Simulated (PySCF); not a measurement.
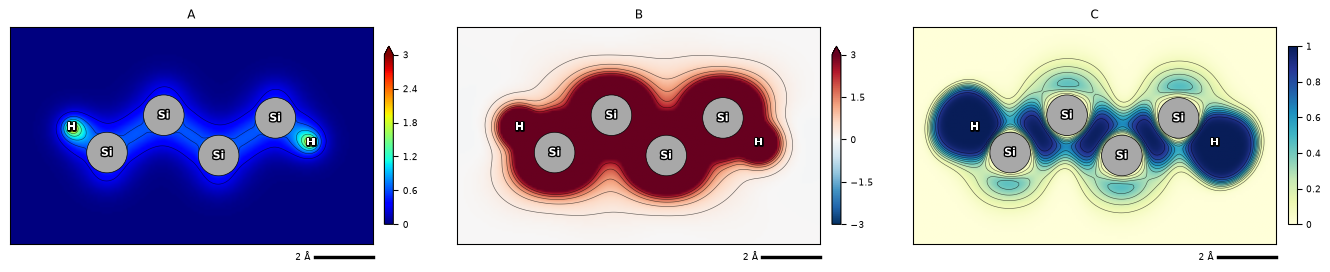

H$_{10}$Si$_{4}$: 3 fields on the plane of atoms Si2, Si1 and H7, with unlabelled colour scales. Grey discs cover the atomic cores.

Geometry: PBE0-D3(BJ)/def2-SVP.

All numbers below come from PBE0/pcSseg-1, SCF density, gas phase, non-relativistic in PySCF.

```yaml
atoms:
  - { symbol: Si, position_ang: [2.9448, 0.3129, 0.0495] }
  - { symbol: Si, position_ang: [0.8682, -0.7694, 0.1613] }
  - { symbol: Si, position_ang: [-0.8728, 0.7654, -0.1839] }
  - { symbol: Si, position_ang: [-2.9460, -0.3198, -0.0280] }
  - { symbol: H, position_ang: [3.0186, 1.3516, 1.1228] }
  - { symbol: H, position_ang: [3.0865, 0.9853, -1.2786] }
  - { symbol: H, position_ang: [4.0744, -0.6505, 0.2277] }
  - { symbol: H, position_ang: [0.6960, -1.4099, 1.5044] }
  - { symbol: H, position_ang: [0.7890, -1.8439, -0.8790] }
  - { symbol: H, position_ang: [-0.7149, 1.3951, -1.5336] }
  - { symbol: H, position_ang: [-0.7857, 1.8474, 0.8485] }
  - { symbol: H, position_ang: [-3.0897, -0.9077, 1.3396] }
  - { symbol: H, position_ang: [-4.0798, 0.6240, -0.2732] }
  - { symbol: H, position_ang: [-3.0079, -1.4243, -1.0341] }
```

**Which field does each panel show? The fields are: electron density, electron localisation function and electrostatic potential.**

Panel A: electron density. Panel B: electrostatic potential (strongly positive close to the atoms and fading to about zero outside). Panel C: electron localisation function. From the grid: Si–Si (2.34 Å): the density is about 0.63 e/Å³ at the midpoint; the ELF peaks at about 1 between the atoms, as expected for a shared electron pair. Si–H (1.50 Å): the density is about 0.77 e/Å³ at the midpoint; the ELF climbs to about 1 towards the hydrogen, as it does in any bond to H.
